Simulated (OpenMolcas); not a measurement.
W⁴⁺ complex: multiconfigurational calculation

W⁴⁺ with 6 ligands (F; octahedron, 1.86 Å), neutralised by 6 outer point charges of +0.33 e, whose field is part of the energies. Computed at this level: state-averaged CASSCF, active space 2 electrons in the shell 5d, basis ANO-RCC-VTZP on the metal and ANO-RCC-VDZP on the ligands, DKH2 scalar Hamiltonian, spin-orbit coupling by RASSI with atomic mean-field integrals (OpenMolcas).

Results in brief:

| quantity | value |
| --- | --- |
| outcome | converged |
| energy of the lowest spin-free term | −16725.57524 hartree |
| energy of the lowest spin-orbit level | −16725.58684 hartree |
| largest spread among components of a term | 0.0 cm⁻¹ |
| hardware | 1 thread of Arm Neoverse V1, 24 GiB of memory available, shared host |
| wall time | 57 s |
| peak memory | 0.65 GiB |

Remarks:

Without dynamic correlation the splittings between terms come out too large, often by 20 to 50 %. To bear in mind: covalent bonds, ligand orbitals missing from the active space; distances are set from ionic radii, not optimised.

Input file:
```
&GATEWAY
Coord
7

W 0.0 0.0 0.0
F 1.860000 0.000000 0.000000
F 0.000000 1.860000 0.000000
F -1.860000 0.000000 0.000000
F 0.000000 -1.860000 0.000000
F 0.000000 0.000000 1.860000
F 0.000000 0.000000 -1.860000
Basis=W.ANO-RCC-VTZP,F.ANO-RCC-VDZP
Group=XYZ
NoMove
AngMom=0.0 0.0 0.0
AMFI
RICD
XField
3 Angstrom 0
4.260000 0.000000 0.000000 0.333333
0.000000 4.260000 0.000000 0.333333
0.000000 0.000000 4.260000 0.333333
&SEWARD
&RASSCF
FileOrb=start.orb
Symmetry=1
Spin=3
nActEl=2 0 0
Inactive=30 34
Ras2=5 0
CIRoot=10 10 1
SDav=10
CIMx=300
Iter=150 100
PrWF=0.3
OrbListing=Nothing
MaxOrb=0
LevShft=1.0
>>> COPY $Project.JobIph JOB001
&RASSCF
FileOrb=start.orb
Symmetry=1
Spin=1
nActEl=2 0 0
Inactive=30 34
Ras2=5 0
CIRoot=15 15 1
SDav=15
CIMx=300
Iter=150 100
PrWF=0.3
OrbListing=Nothing
MaxOrb=0
LevShft=1.0
>>> COPY $Project.JobIph JOB002
&RASSI
NrOfJobIphs=2 10 15
1 2 3 4 5 6 7 8 9 10
1 2 3 4 5 6 7 8 9 10 11 12 13 14 15
IphNames
JOB001
JOB002
EJob
SpinOrbit
DIPRint=1.0
SOCoupling=1000.0
Subsets=2
Property=9
'ANGMOM' 1 'ANGMOM' 2 'ANGMOM' 3 'MLTPL  1' 1 'MLTPL  1' 2 'MLTPL  1' 3
'AMFI' 1 'AMFI' 2 'AMFI' 3
SOProperty=3
'ANGMOM' 1 'ANGMOM' 2 'ANGMOM' 3
```

The file start.orb holds starting orbitals from an earlier step. A driver script formed the levels outside the program, from RASSI's spin-orbit matrix and the active-space energies, averaged over the components of each term or state.

Run as:
```bash
OMP_NUM_THREADS=1 MOLCAS_MEM=2457 MOLCAS_PROJECT=a pymolcas a.inp > a.log  # once for each step of the input, in one work folder
```

The program's output (extracts):
```
--- SEWARD ---
Basis set label: W.ANO-RCC...8S7P5D3F2G1H.

      Electronic valence basis set:
      ------------------
      Associated Effective Charge  74.000000 au
      Associated Actual Charge     74.000000 au
      Nuclear Model: Point charge

      Shell  nPrim  nBasis  Cartesian Spherical Contaminant
         s      24       8        X
         p      21       7        X
         d      15       5                 X
         f      11       3                 X
         g       4       2                 X
         h       2       1                 X
                  Relativistic Douglas-Kroll-Hess integrals:
                    - DKH order of Hamiltonian: 2
                    - DKH order of Properties : 0
                  Atomic mean-field integrals
--- RASSCF ---
Wave function specifications:
      -----------------------------

      Number of closed shell electrons         128
      Number of electrons in active shells       2
      Max number of holes in RAS1 space          0
      Max nr of electrons in RAS3 space          0
      Number of inactive orbitals               64
      Number of active orbitals                  5
      Number of secondary orbitals             119
      Spin quantum number                      1.0
      State symmetry                             1
Orbital specifications:
      -----------------------

      Symmetry species                           1   2
                                                ag  au
      Frozen orbitals                            0   0
      Inactive orbitals                         30  34
      Active orbitals                            5   0
      RAS1 orbitals                              0   0
      RAS2 orbitals                              5   0
      RAS3 orbitals                              0   0
      Secondary orbitals                        58  61
      Deleted orbitals                           0   0
      Number of basis functions                 93  95
      Number of CSFs                            10
      Number of root(s) required                10
      Iter CI   SX   CI       RASSCF       Energy    max ROT     max BLB   max BLB  Level Ln srch  Step   QN
          iter iter root      energy       change     param      element    value   shift minimum  type update
 Nr of preliminary CI iterations:   1
      Total energies have been shifted. Add               -16000.00 au
        1   1   15    0  -724.18249557    0.00E+00  -1.06E-01*  30  33 1  3.55E-01*  0.71   0.00    SX    NO
        2   1   15    0  -725.23849584   -1.06E+00*  6.63E-02   30  33 1  1.88E-01*  0.79   0.00    SX    NO
        3   1   14    0  -725.37454616   -1.36E-01* -2.68E-02   30  33 1  7.85E-02*  0.85   0.00    SX    NO
        4   1   14    0  -725.39783268   -2.33E-02* -1.13E-02   13  38 2 -4.75E-02*  0.87   0.00    SX    NO
        5   1   13    0  -725.40380043   -5.97E-03* -1.14E-02   13  38 2  3.57E-02*  0.87   1.06    QN   YES
        6   1   12    0  -725.40668177   -2.88E-03* -6.57E-03   13  38 2  7.63E-03*  0.87   1.23    QN   YES
        7   1   11    0  -725.40693168   -2.50E-04* -6.04E-03   33  48 1 -1.74E-03*  0.87   1.39    QN   YES
        8   1   11    0  -725.40700124   -6.96E-05* -4.31E-03   30  33 1 -1.40E-03*  0.87   1.49    QN   YES
        9   1   10    0  -725.40702244   -2.12E-05* -1.59E-03   11  36 2 -6.93E-04*  0.87   1.31    QN   YES
       10   1    9    0  -725.40702635   -3.91E-06* -5.56E-04   18  45 1  2.21E-04*  0.87   1.37    QN   YES
       11   1    9    0  -725.40702720   -8.49E-07*  1.60E-04   30  33 1  1.25E-04*  0.87   1.31    QN   YES
       12   1    8    0  -725.40702736   -1.57E-07*  6.72E-05   30  33 1  7.49E-05   0.87   1.36    QN   YES
       13   1    7    0  -725.40702739   -3.37E-08* -3.03E-05   30  33 1  2.51E-05   0.87   1.32    QN   YES
       14   1    6    0  -725.40702740   -5.96E-09  -1.06E-05   22  69 2 -7.49E-06   0.87   1.35    QN   YES
      Convergence after 14 iterations
       15   1    6    0  -725.40702740   -9.53E-10  -1.06E-05   15  40 2 -3.26E-06   0.87   1.35    QN   YES
      Natural orbitals and occupation numbers for root  1
      sym 1:   0.006028   0.993972   0.000000   0.993972   0.006028
      Natural orbitals and occupation numbers for root  2
      sym 1:   0.993977   0.993977   0.006023   0.006023   0.000000
      Natural orbitals and occupation numbers for root  3
      sym 1:   0.993977   0.006023  -0.000000   0.993977   0.006023
::    RASSCF root number  1 Total energy: -16725.57523825
::    RASSCF root number  2 Total energy: -16725.57523825
::    RASSCF root number  3 Total energy: -16725.57523825
::    RASSCF root number  4 Total energy: -16725.38022943
::    RASSCF root number  5 Total energy: -16725.38022943
::    RASSCF root number  6 Total energy: -16725.38022943
::    RASSCF root number  7 Total energy: -16725.34209190
::    RASSCF root number  8 Total energy: -16725.34209190
::    RASSCF root number  9 Total energy: -16725.34209190
::    RASSCF root number 10 Total energy: -16725.17759524
--- RASSCF ---
Wave function specifications:
      -----------------------------

      Number of closed shell electrons         128
      Number of electrons in active shells       2
      Max number of holes in RAS1 space          0
      Max nr of electrons in RAS3 space          0
      Number of inactive orbitals               64
      Number of active orbitals                  5
      Number of secondary orbitals             119
      Spin quantum number                      0.0
      State symmetry                             1
Orbital specifications:
      -----------------------

      Symmetry species                           1   2
                                                ag  au
      Frozen orbitals                            0   0
      Inactive orbitals                         30  34
      Active orbitals                            5   0
      RAS1 orbitals                              0   0
      RAS2 orbitals                              5   0
      RAS3 orbitals                              0   0
      Secondary orbitals                        58  61
      Deleted orbitals                           0   0
      Number of basis functions                 93  95
      Number of CSFs                            15
      Number of root(s) required                15
      Iter CI   SX   CI       RASSCF       Energy    max ROT     max BLB   max BLB  Level Ln srch  Step   QN
          iter iter root      energy       change     param      element    value   shift minimum  type update
 Nr of preliminary CI iterations:   1
      Total energies have been shifted. Add               -16000.00 au
        1   1   12    0  -725.36076873    0.00E+00  -7.11E-03   22  33 1  3.88E-03*  0.87   0.00    SX    NO
        2   1   12    0  -725.36113563   -3.67E-04*  5.31E-03   27  31 1 -2.66E-03*  0.87   0.00    SX    NO
        3   1   11    0  -725.36128399   -1.48E-04*  4.16E-03   33  48 1 -2.06E-03*  0.87   0.00    SX    NO
        4   1   11    0  -725.36135729   -7.33E-05*  3.20E-03   33  48 1 -1.55E-03*  0.87   0.00    SX    NO
        5   1   10    0  -725.36139666   -3.94E-05*  4.71E-03   33  48 1 -1.22E-03*  0.87   2.50    LS   YES
        6   1   11    0  -725.36143261   -3.59E-05*  4.06E-03   16  38 2 -1.33E-03*  0.87   1.88    LS   YES
        7   1   11    0  -725.36144263   -1.00E-05* -1.60E-03   16  38 2 -2.25E-03*  0.87   1.02    QN   YES
        8   1   10    0  -725.36144670   -4.07E-06* -4.80E-04   16  38 2  1.57E-03*  0.87   0.73    QN   YES
        9   1    9    0  -725.36144919   -2.49E-06* -2.34E-04   16  38 2  2.71E-04*  0.87   1.49    LS   YES
       10   1    9    0  -725.36144950   -3.03E-07* -3.69E-04   16  38 2 -3.64E-04*  0.87   1.01    QN   YES
       11   1    8    0  -725.36144985   -3.48E-07* -1.69E-04   16  38 2 -1.07E-04*  0.87   1.46    LS   YES
       12   1    7    0  -725.36144988   -3.78E-08*  2.40E-05   31  68 1  1.85E-05   0.87   0.99    QN   YES
       13   1    6    0  -725.36144989   -6.56E-09   1.52E-05   22  33 1  1.12E-05   0.87   1.69    QN   YES
      Convergence after 13 iterations
       14   1    6    0  -725.36144989   -1.71E-09   1.52E-05   22  33 1  4.37E-06   0.87   1.69    QN   YES
      Natural orbitals and occupation numbers for root  1
      sym 1:   0.841256   1.135328   0.000709   0.000709   0.021998
      Natural orbitals and occupation numbers for root  2
      sym 1:   0.197060   0.491132   0.000709   0.000709   1.310389
      Natural orbitals and occupation numbers for root  3
      sym 1:   0.990399   0.002979   0.000000   0.002264   1.004358
::    RASSCF root number  1 Total energy: -16725.53019275
::    RASSCF root number  2 Total energy: -16725.53019275
::    RASSCF root number  3 Total energy: -16725.53012314
::    RASSCF root number  4 Total energy: -16725.53012314
::    RASSCF root number  5 Total energy: -16725.53012314
::    RASSCF root number  6 Total energy: -16725.46914787
::    RASSCF root number  7 Total energy: -16725.33197619
::    RASSCF root number  8 Total energy: -16725.33197619
::    RASSCF root number  9 Total energy: -16725.33197619
::    RASSCF root number 10 Total energy: -16725.32142128
::    RASSCF root number 11 Total energy: -16725.32142128
::    RASSCF root number 12 Total energy: -16725.32142128
::    RASSCF root number 13 Total energy: -16725.13041842
::    RASSCF root number 14 Total energy: -16725.13041842
::    RASSCF root number 15 Total energy: -16725.08081631
--- RASSI ---
SPIN-FREE ENERGIES:
  (Shifted by EMIN (a.u.) =     -16725.5752382510)

 SF State       Relative EMIN(au)   Rel lowest level(eV)    D:o, cm**(-1)

     1             0.0000000000        0.0000000000              0.0000
     2             0.0000000006        0.0000000162              0.0001
     3             0.0000000006        0.0000000162              0.0001
    11             0.0450455000        1.2257505002           9886.3445
    12             0.0450455000        1.2257505002           9886.3445
    13             0.0451151102        1.2276446880           9901.6222
    14             0.0451151102        1.2276446880           9901.6222
    15             0.0451151108        1.2276447042           9901.6223
    16             0.1060903830        2.8868663897          23284.1477
     4             0.1950088229        5.3064604027          42799.4895
     5             0.1950088229        5.3064604027          42799.4895
     6             0.1950088229        5.3064604027          42799.4895
     7             0.2331463510        6.3442354099          51169.7094
     8             0.2331463510        6.3442354099          51169.7094
     9             0.2331463517        6.3442354280          51169.7096
    17             0.2432620569        6.6194977895          53389.8503
    18             0.2432620583        6.6194978273          53389.8506
    19             0.2432620583        6.6194978273          53389.8506
    20             0.2538169670        6.9067115235          55706.3853
    21             0.2538169670        6.9067115235          55706.3853
    22             0.2538169670        6.9067115235          55706.3853
    10             0.3976430132       10.8204176197          87272.5537
    23             0.4448198274       12.1041641339          97626.6676
    24             0.4448198288       12.1041641726          97626.6680
    25             0.4944219457       13.4539065323         108513.0743
     Dipole printing threshold changed to   1.00000000E+00
Eigenvalues of complex Hamiltonian:
   -----------------------------------
  (Shifted by EMIN (a.u.) =     -16725.5752382510)

 SO State       Relative EMIN(au)   Rel lowest level(eV)    D:o, cm**(-1)

     1            -0.0116020784        0.0000000000              0.0000
     2            -0.0116020780        0.0000000099              0.0001
     3            -0.0107170375        0.0240831891            194.2440
     4            -0.0107170375        0.0240831893            194.2440
     5            -0.0107170372        0.0240831968            194.2441
     6             0.0060302098        0.4797990034           3869.8399
     7             0.0060302098        0.4797990036           3869.8399
     8             0.0060302101        0.4797990119           3869.8400
     9             0.0107286316        0.6076495735           4901.0243
    10             0.0445599139        1.5282456653          12326.1326
    11             0.0445599139        1.5282456652          12326.1326
    12             0.0445599145        1.5282456811          12326.1327
    13             0.0454273127        1.5518487871          12516.5046
    14             0.0454273127        1.5518487868          12516.5046
    15             0.1069131025        3.2249623636          26011.0756
    16             0.1887373327        5.4515130957          43969.4184
    17             0.1918111066        5.5351547429          44644.0338
    18             0.1918111065        5.5351547407          44644.0338
    19             0.1918111065        5.5351547415          44644.0338
    20             0.1971331704        5.6799754780          45812.0918
    21             0.1971331706        5.6799754817          45812.0918
    22             0.1971331705        5.6799754803          45812.0918
    23             0.1975229452        5.6905817903          45897.6375
    24             0.1975229453        5.6905817933          45897.6375
    25             0.2255905591        6.4543404719          52057.7667
    26             0.2289732663        6.5463886245          52800.1851
    27             0.2289732665        6.5463886307          52800.1851
    28             0.2289732665        6.5463886317          52800.1851
    29             0.2315620910        6.6168341330          53368.3664
    30             0.2315620916        6.6168341499          53368.3666
    31             0.2315620916        6.6168341504          53368.3666
    32             0.2397079856        6.8384952171          55156.1836
    33             0.2397079861        6.8384952306          55156.1837
    34             0.2502568172        7.1255435496          57471.3846
    35             0.2502568183        7.1255435792          57471.3848
    36             0.2502568183        7.1255435802          57471.3848
    37             0.2561069850        7.2847347237          58755.3480
    38             0.2561069850        7.2847347241          58755.3480
    39             0.2561069850        7.2847347238          58755.3480
    40             0.4004309732       11.2119905115          90430.8021
    41             0.4004309732       11.2119905111          90430.8021
Weights of the five most important spin-orbit-free states for each spin-orbit state.

 SO State  Total energy (au)           Spin-free states, spin, and weights
 -------------------------------------------------------------------------------------------------------
    1        -0.011602       1 1.0  0.6348    3 1.0  0.1623    2 1.0  0.1552   12 0.0  0.0356    5 1.0  0.0049
    2        -0.011602       2 1.0  0.4797    3 1.0  0.4726   11 0.0  0.0356    4 1.0  0.0065    6 1.0  0.0017
    3        -0.010717       1 1.0  0.4802    3 1.0  0.4680   14 0.0  0.0283    2 1.0  0.0124   19 0.0  0.0034
    4        -0.010717       1 1.0  0.4803    2 1.0  0.4680   13 0.0  0.0293    3 1.0  0.0123   18 0.0  0.0034
    5        -0.010717       3 1.0  0.4803    2 1.0  0.4802   15 0.0  0.0284   17 0.0  0.0035    6 1.0  0.0027
    6         0.006030       1 1.0  0.4972    2 1.0  0.4963    4 1.0  0.0018    5 1.0  0.0018   22 0.0  0.0013
    7         0.006030       1 1.0  0.4972    3 1.0  0.4963    4 1.0  0.0018    6 1.0  0.0018   20 0.0  0.0013
    8         0.006030       3 1.0  0.4972    2 1.0  0.4972    6 1.0  0.0018    5 1.0  0.0018   21 0.0  0.0013
    9         0.010729       2 1.0  0.3211    3 1.0  0.3211    1 1.0  0.3211   16 0.0  0.0320    9 1.0  0.0016
   10         0.044560      14 0.0  0.5490   13 0.0  0.4068    1 1.0  0.0152    3 1.0  0.0099    2 1.0  0.0070
   11         0.044560      13 0.0  0.5492   14 0.0  0.4068    1 1.0  0.0159    2 1.0  0.0098    3 1.0  0.0063
   12         0.044560      15 0.0  0.9558    3 1.0  0.0159    2 1.0  0.0152    6 1.0  0.0043    5 1.0  0.0042
```

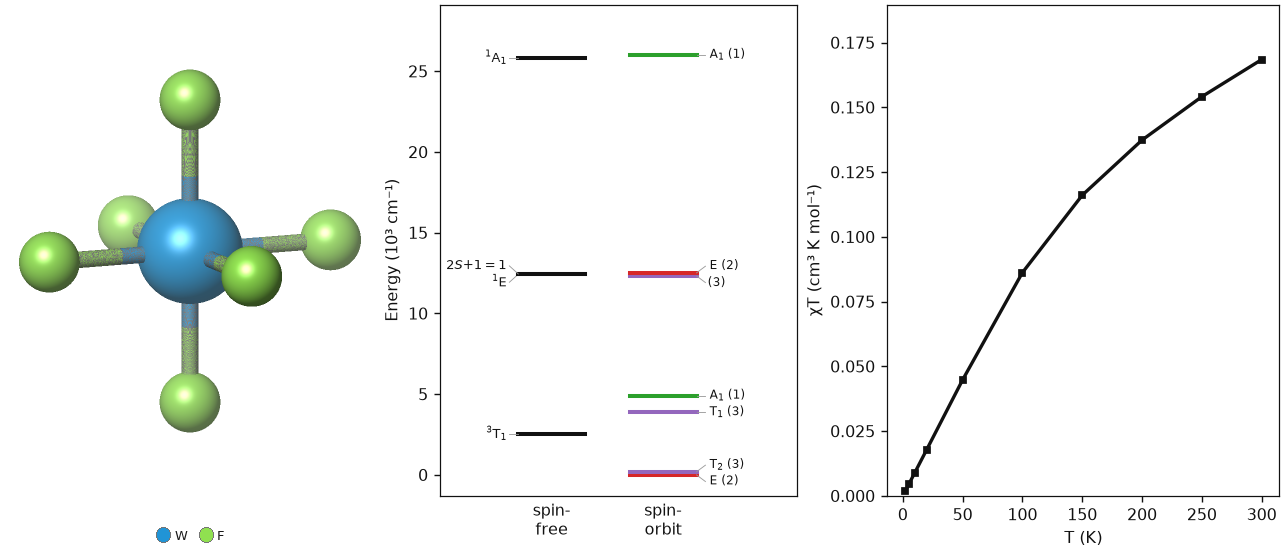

*W⁴⁺ (5d²) with 6 ligands, F⁻, at 1.86 Å (arrangement: octahedron, Oh), neutralised by outer point charges of +0.33 e, and its levels and susceptibility. Labels give the representation in O, Td, D4 or D3 as the site allows (double group for half-integer spin) where it could be assigned and, in brackets, the degeneracy; spin-free states, where drawn, share the zero of the spin-orbit levels. Powder susceptibility by Van Vleck's formula.*

The ground level is E, doubly degenerate, 96 % from states of spin multiplicity 3. Its principal g values are all close to zero. The next level lies at 194 cm⁻¹ (T₂). The lowest spin-free state is ³T₁. χT is close to 0 cm³ K mol⁻¹ at 2 K and 0.168 at 300 K, an effective moment of 1.16 μB. The active orbitals hold 74 to 87 % metal character (Löwdin), and the Mulliken charge of the metal is +2.47.
